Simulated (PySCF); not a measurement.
# Two attempts at CHBr (SMILES [CH]Br)

Wanted: ionisation energies of CHBr, EOM-CCSD/pc-0 (root kind ip).

Program for the calculation: PySCF 2.14.0.

7 further runs of the same task are left out: 1 that didn't finish, 6 set aside as unsound or not needed.

## (1) Starting point

CHBr has 3 atoms, charge 0, and is taken as a triplet. As SMILES, `[CH]Br`. Geometry: relaxed at GFN2-xTB.

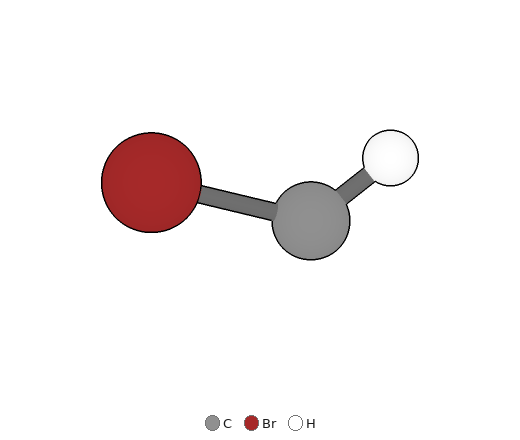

Viewed from a chosen angle; carbon grey, bromine red, hydrogen white.

## (2) First attempt

run.py

```python
import numpy
from pyscf import gto, cc

mol = gto.M(
    atom='C -0.278470 -0.341340 -0.186950; Br 1.257870 -0.061580 0.682540; H -0.979400 0.402920 -0.495590',
    verbose=4,
    max_memory=1860,
    charge=0,
    spin=2,
    basis='pc-0',
)

myscf = mol.UHF()
myscf.max_cycle = 100
myscf.kernel()

mycc = cc.CCSD(myscf, frozen=20)
mycc.kernel()
etot = mycc.e_tot
print('E = %.10f Eh' % etot)

e, vec = mycc.ipccsd(nroots=2)
roots = numpy.atleast_1d(e) * 27.211386
print('EOM-IP-CCSD roots (eV)')
for i, w in enumerate(roots, 1):
    print('%3d %10.4f' % (i, w))
```

The run is started by

```bash
$ OMP_NUM_THREADS=1 python run.py
```

What it wrote:

```text
PySCF version 2.14.0

[INPUT] num. atoms = 3
[INPUT] num. electrons = 42
[INPUT] charge = 0
[INPUT] spin (= nelec alpha-beta = 2S) = 2
[INPUT] symmetry False subgroup None
[INPUT] Mole.unit = angstrom
[INPUT] Symbol           X                Y                Z      unit          X                Y                Z       unit  Magmom
[INPUT]  1 C     -0.278470000000  -0.341340000000  -0.186950000000 AA   -0.526232033908  -0.645039115359  -0.353284298987 Bohr   0.0
[INPUT]  2 Br     1.257870000000  -0.061580000000   0.682540000000 AA    2.377029800307  -0.116369334751   1.289813669061 Bohr   0.0
[INPUT]  3 H     -0.979400000000   0.402920000000  -0.495590000000 AA   -1.850797766399   0.761408450110  -0.936529370073 Bohr   0.0

nuclear repulsion = 72.351772989921
number of shells = 6
number of NR pGTOs = 66
number of NR cGTOs = 33
basis = pc-0
ecp = {}

[... 20 lines left out ...]
WARN: HOMO -0.0719437862684322 >= LUMO -0.157162890183698
[... 46 lines left out ...]
converged SCF energy = -2608.71292951892  <S^2> = 2.015547  2S+1 = 3.0103468
[... 12 lines left out ...]
Init t2, MP2 energy = -0.000413499773477918
[... 7 lines left out ...]
UCCSD converged
[... 3 lines left out ...]
******** <class 'pyscf.cc.eom_uccsd.EOMIP'> ********
max_space = 20
max_cycle = 50
conv_tol = 1e-07
partition = None
EOM-CCSD root 0 E = 0.3177941489109739  qpwt = 0.99873  conv = True
EOM-CCSD root 1 E = 0.3495489452773006  qpwt = 0.999388  conv = True
EOM-IP-CCSD roots (eV)
  1     8.6476
  2     9.5117
```

It took 0.7 s on 1 thread of AMD EPYC 9B14 (Zen 4), shared host; peak memory 0.12 GiB.

## (3) Diagnosis

The run finished; that doesn't make the result usable.

The cause is that too many or the wrong orbitals are frozen. To mend it: frozen core orbitals 10 in place of 20.

## (4) The mended input

job.py

```python
# [CH]Br
import numpy
from pyscf import gto, scf, cc

mol = gto.M(
    atom='C -0.278470 -0.341340 -0.186950; Br 1.257870 -0.061580 0.682540; H -0.979400 0.402920 -0.495590',
    basis='pc-0',
    verbose=4,
    spin=2,
    max_memory=1860,
)

mf = scf.UHF(mol)
mf.diis_space = 2
mf.diis_start_cycle = 8
mf.max_cycle = 100
mf.damp = 0.6
mf.init_guess = 'huckel'
mf.kernel()

mycc = cc.CCSD(mf, frozen=10)
mycc.kernel()
e_final = mycc.e_tot
print('E = %.10f Eh' % e_final)

e, vec = mycc.ipccsd(nroots=2)
roots = numpy.atleast_1d(e) * 27.211386
print('EOM-IP-CCSD roots (eV)')
for i, w in enumerate(roots, 1):
    print('%3d %10.4f' % (i, w))
```

The run is started by

```bash
$ OMP_NUM_THREADS=1 python job.py
```

What it wrote:

```text
PySCF version 2.14.0

[INPUT] num. atoms = 3
[INPUT] num. electrons = 42
[INPUT] charge = 0
[INPUT] spin (= nelec alpha-beta = 2S) = 2
[INPUT] symmetry False subgroup None
[INPUT] Mole.unit = angstrom
[INPUT] Symbol           X                Y                Z      unit          X                Y                Z       unit  Magmom
[INPUT]  1 C     -0.278470000000  -0.341340000000  -0.186950000000 AA   -0.526232033908  -0.645039115359  -0.353284298987 Bohr   0.0
[INPUT]  2 Br     1.257870000000  -0.061580000000   0.682540000000 AA    2.377029800307  -0.116369334751   1.289813669061 Bohr   0.0
[INPUT]  3 H     -0.979400000000   0.402920000000  -0.495590000000 AA   -1.850797766399   0.761408450110  -0.936529370073 Bohr   0.0

nuclear repulsion = 72.351772989921
number of shells = 6
number of NR pGTOs = 66
number of NR cGTOs = 33
basis = pc-0
ecp = {}

[... 42 lines left out ...]
Atomic HF for atom  C  converged. SCF energy = -37.2213921264857
[... 25 lines left out ...]
Atomic HF for atom  Br  converged. SCF energy = -2570.26097407173
[... 2 lines left out ...]
Atomic HF for atom  H  converged. SCF energy = -0.496354654067168
[... 4 lines left out ...]
WARN: HOMO -0.0655870079245148 >= LUMO -0.101136411461498
[... 74 lines left out ...]
converged SCF energy = -2608.71292951887  <S^2> = 2.0155455  2S+1 = 3.0103459
[... 12 lines left out ...]
Init t2, MP2 energy = -0.0649181506418159
[... 14 lines left out ...]
UCCSD converged
[... 3 lines left out ...]
******** <class 'pyscf.cc.eom_uccsd.EOMIP'> ********
max_space = 20
max_cycle = 50
conv_tol = 1e-07
partition = None
EOM-CCSD root 0 E = 0.2720747073899206  qpwt = 0.912359  conv = True
EOM-CCSD root 1 E = 0.3107303649525173  qpwt = 0.900668  conv = True
EOM-IP-CCSD roots (eV)
  1     7.4035
  2     8.4554
```

Run time: 1 s. Hardware: 1 thread of AMD EPYC 9B14 (Zen 4), shared host; peak memory 0.12 GiB.

## (5) Summary of results

Level: EOM-CCSD/pc-0 (root kind ip).

| quantity | value |
| --- | --- |
| ground-state or mean-field energy | -2608.79245 Eh |
| dipole moment (Hartree–Fock density) | 0.80 D |
| HOMO energy (Hartree–Fock orbitals) (highest over α and β) | -8.67 eV |
| LUMO energy (Hartree–Fock orbitals) (lowest over α and β) | 3.67 eV |
| correlation energy (10 core orbitals frozen) | -79.5 mEh |
| ⟨S²⟩ of the reference determinant | 2.016 |
| T1 diagnostic | 0.016 |
| first ionisation energy | 7.40 eV |

In words: The first attempt's energy was +2.150 eV off this one. Mulliken charges of the mean-field density run from -0.36 on C1 to +0.19 on H3.
